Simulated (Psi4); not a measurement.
# UCCSD(T)/LANL2DZ (density fitting, core potential, Cartesian functions) run of InHF (SMILES [F][InH])

What is the vertical ionisation energy of InHF at UCCSD(T)/LANL2DZ (density fitting, core potential, Cartesian functions)? 

The calculation is run with Psi4 1.11.

3 further runs of the same task are left out: 2 that didn't finish, 1 set aside as unsound or not needed.

**1. The molecule**

InHF has 3 atoms, charge 0, and is taken as a doublet. As SMILES, `[F][InH]`. The shape is that of a PBE0-D4/def2-TZVP optimisation.

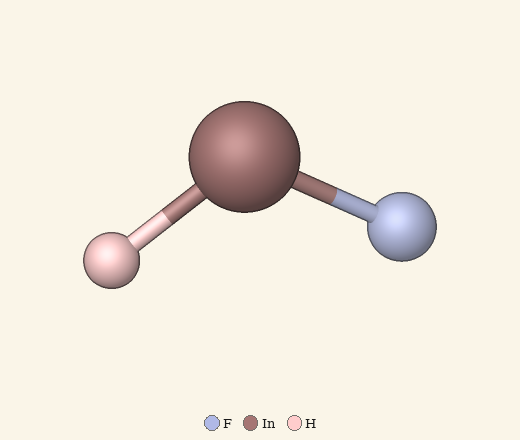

The structure, seen from a chosen angle (fluorine light blue, indium brown, hydrogen pink).

**2. A single-point energy at UCCSD(T)/LANL2DZ (density fitting, core potential, Cartesian functions)**

Input file calc.py:

```python
import psi4

psi4.set_memory(1600000000)
psi4.set_num_threads(1)
psi4.set_output_file('fhin.out', False)

molecule = psi4.geometry("""
0 2
F      1.088400     0.989500     0.694300
In    -0.522500     0.355100    -0.244800
H     -0.576900    -1.409400    -0.462800
symmetry c1
no_reorient
no_com
""")

psi4.set_options(dict(basis='LANL2DZ', reference='uhf', scf_type='df', num_frozen_docc=0))

E, wfn = psi4.energy("ccsd(t)", return_wfn=True)
print(f'ccsd(t) energy: {E:.10f} Eh')
for k, v in sorted(psi4.core.scalar_variables().items()):
    print(f'{k:45s} {v:18.10f}')
```

Command:

```sh
$ python calc.py
```

fhin.out:

```text
[...]
    !!!  WARNING: ECP capability is in beta. Please check occupations closely.  !!!
[...]
  Running in c1 symmetry.
[...]
  Nuclear repulsion =    9.662805801320115
[...]
  Multiplicity = 2
[...]
  Nalpha       = 7
  Nbeta        = 6
[...]
    Number of basis functions: 19
[...]
   @DF-UHF iter   1:  -101.73729340065474   -6.65869e-01   2.24084e-02 ADIIS/DIIS
[...]
   @DF-UHF iter  14:  -101.83294136109041   -3.55271e-13   6.87828e-09 DIIS
[...]
   @S^2 Observed:                7.689542251E-01
[...]
    Orbital Energies [Eh]
    ---------------------
    Alpha Occupied:
       1A    -26.180916     2A     -1.449072     3A     -0.596523
       4A     -0.548963     5A     -0.538411     6A     -0.507152
       7A     -0.333791
    Alpha Virtual:
       8A      0.008037     9A      0.093591    10A      0.139325
      11A      0.258917    12A      0.280030    13A      0.342827
      14A      1.160407    15A      1.161868    16A      1.212270
      17A      1.273117    18A      1.921090    19A     11.596647
    Beta Occupied:
[...]
  @DF-UHF Final Energy:  -101.83294136109041
   => Energetics <=
    Nuclear Repulsion Energy =              9.6628058013201148
    One-Electron Energy =                -163.1377133687124115
    Two-Electron Energy =                  51.6419662063019018
    Total Energy =                       -101.8329413610904055
  UHF NO Occupations:
  HONO-2 :    5  A 1.9997093
  HONO-1 :    6  A 1.9908185
[...]
 Multipole Moments:
 ------------------------------------------------------------------------------------
     Multipole            Electronic (a.u.)      Nuclear  (a.u.)        Total (a.u.)
 ------------------------------------------------------------------------------------
 L = 1.  Multiply by 2.5417464519 to convert [e a0] to [Debye]
 Dipole X            :        -15.8685617           14.4586725           -1.4098892
 Dipole Y            :        -16.3606133           16.1787013           -0.1819120
 Dipole Z            :        -10.3279708            9.5459515           -0.7820193
 Magnitude           :                                                    1.6224776
[...]
      * MP2 total energy                      = -101.980499322153449
[...]
      * CCSD total energy                     = -101.986629285187604
[...]
      * CCSD(T) total energy                     = -101.989462191065954
```

Run time: 2.1 s. Hardware: 1 thread of INTEL XEON PLATINUM 8581C at 2.30GHz (Emerald Rapids), shared host; peak memory 0.2 GiB.

**3. The singlet cation at the same level**

Input file fhin.xyz:

```xyz
3
FHIn
F      1.088400     0.989500     0.694300
In    -0.522500     0.355100    -0.244800
H     -0.576900    -1.409400    -0.462800
```

Input file run_ase.py:

```python
import numpy as np
from ase.calculators.psi4 import Psi4
from ase.io import read

a = read('fhin.xyz')
calc = Psi4(atoms=a, method='ccsd(t)', basis='LANL2DZ', memory='1600MB', num_threads=1, charge=1, multiplicity=1, label='psi4-calc', reference='uhf')
calc.psi4.set_options({'scf_type': 'df', 'num_frozen_docc': 0})
a.calc = calc

print(f'energy: {a.get_potential_energy():.6f} eV')
```

Command:

```sh
$ python run_ase.py
```

psi4-calc.dat:

```text
[...]
    !!!  WARNING: ECP capability is in beta. Please check occupations closely.  !!!
[...]
  Running in c1 symmetry.
[...]
  Nuclear repulsion =    9.662805801320115
[...]
  Multiplicity = 1
[...]
  Nalpha       = 6
  Nbeta        = 6
[...]
    Number of basis functions: 19
[...]
   @DF-UHF iter   1:  -101.41384537762600   -3.44169e-01   2.15637e-02 ADIIS/DIIS
[...]
   @DF-UHF iter  11:  -101.50917516955950   -3.55271e-13   7.79534e-09 DIIS
[...]
   @S^2 Observed:                8.881784197E-15
[...]
    Orbital Energies [Eh]
    ---------------------
    Alpha Occupied:
       1A    -26.431023     2A     -1.683899     3A     -0.814439
       4A     -0.775728     5A     -0.771395     6A     -0.718636
    Alpha Virtual:
       7A     -0.313295     8A     -0.203255     9A     -0.103246
      10A     -0.043728    11A      0.054425    12A      0.062360
      13A      0.121575    14A      0.935615    15A      0.939376
      16A      0.990484    17A      1.061458    18A      1.686192
      19A     11.298189
    Beta Occupied:
[...]
  @DF-UHF Final Energy:  -101.50917516955950
   => Energetics <=
    Nuclear Repulsion Energy =              9.6628058013201148
    One-Electron Energy =                -159.9537235385733709
    Two-Electron Energy =                  48.7817425676937830
    Total Energy =                       -101.5091751695594837
  UHF NO Occupations:
  HONO-2 :    4  A 2.0000000
  HONO-1 :    5  A 2.0000000
[...]
 Multipole Moments:
 ------------------------------------------------------------------------------------
     Multipole            Electronic (a.u.)      Nuclear  (a.u.)        Total (a.u.)
 ------------------------------------------------------------------------------------
 L = 1.  Multiply by 2.5417464519 to convert [e a0] to [Debye]
 Dipole X            :        -23.9351777           21.7316929           -2.2034847
 Dipole Y            :         -5.6891233            5.5842648           -0.1048585
 Dipole Z            :        -13.5540182           12.3509956           -1.2030226
 Magnitude           :                                                    2.5126886
[...]
      * MP2 total energy                      = -101.669356365704047
[...]
      * CCSD total energy                     = -101.676240541919839
[...]
      * CCSD(T) total energy                     = -101.680721436684465
```

The script printed:

```text
energy: -2766.873362 eV
```

Run time: 2.3 s. Hardware: 1 thread of INTEL XEON PLATINUM 8581C at 2.30GHz (Emerald Rapids), shared host; peak memory 0.21 GiB.

**4. What came out**

At UCCSD(T)/LANL2DZ (density fitting, core potential, Cartesian functions):

| quantity | value |
| --- | --- |
| doublet InHF: total energy | -101.98946 Eh |
| doublet InHF: HOMO energy (Hartree–Fock orbitals) (highest over α and β) | -9.08 eV |
| doublet InHF: LUMO energy (Hartree–Fock orbitals) (lowest over α and β) | -0.14 eV |
| doublet InHF: correlation energy | -156.5 mEh |
| doublet InHF: (T) correction | -2.83 mEh |
| doublet InHF: ⟨S²⟩ of the reference determinant | 0.769 |
| doublet InHF: T1 diagnostic | 0.028 |
| singlet cation: total energy | -101.68072 Eh |
| singlet cation: HOMO energy (Hartree–Fock orbitals) | -19.56 eV |
| singlet cation: LUMO energy (Hartree–Fock orbitals) | -8.53 eV |
| singlet cation: HOMO–LUMO gap (Hartree–Fock orbitals) | 11.03 eV |
| singlet cation: correlation energy | -171.5 mEh |
| singlet cation: (T) correction | -4.48 mEh |
| singlet cation: T1 diagnostic | 0.042 |
| vertical ionisation energy (to the singlet cation) | 8.401 eV |

**Reading.** The vertical ionisation energy comes to 8.40 eV (811 kJ/mol). Only the singlet of the ionised species was computed; a triplet could lie lower. The triples (doublet InHF) make up 1.8 % of the correlation energy. The T1 diagnostic (singlet cation) of 0.042 is above the customary mark for such species, so a single reference may not serve. The triples (singlet cation) make up 2.6 % of the correlation energy.
